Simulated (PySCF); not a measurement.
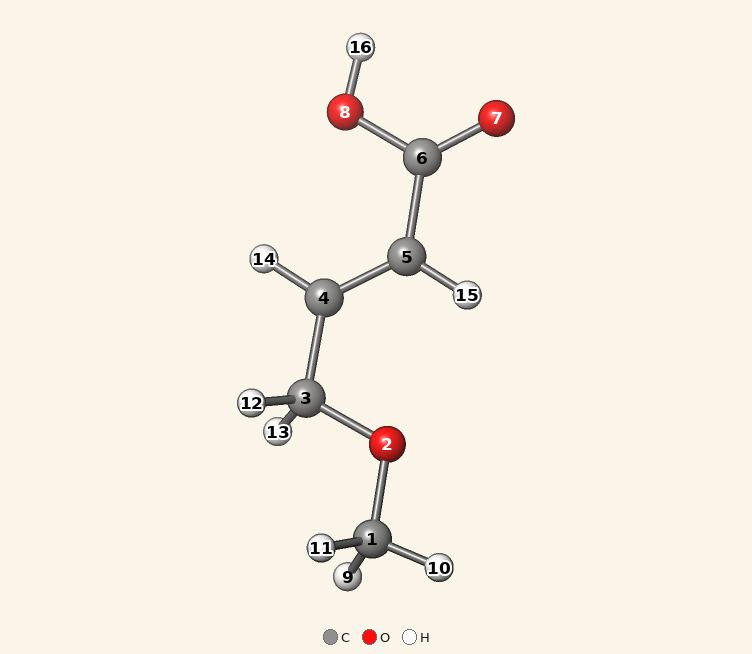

The computed structure is the end point of a GFN2-xTB optimisation. No frequency run is at hand to confirm it as a minimum.

Give the bond lengths.

| bond | length (Å) | order |
| --- | --- | --- |
| C1–O2 | 1.403 | single |
| C1–H9 | 1.098 | single |
| C1–H10 | 1.088 | single |
| C1–H11 | 1.098 | single |
| O2–C3 | 1.404 | single |
| C3–C4 | 1.490 | single |
| C3–H12 | 1.105 | single |
| C3–H13 | 1.105 | single |
| C4–C5 | 1.330 | double |
| C4–H14 | 1.081 | single |
| C5–C6 | 1.469 | single |
| C5–H15 | 1.079 | single |
| C6–O7 | 1.206 | double |
| C6–O8 | 1.347 | single |
| O8–H16 | 0.970 | single |
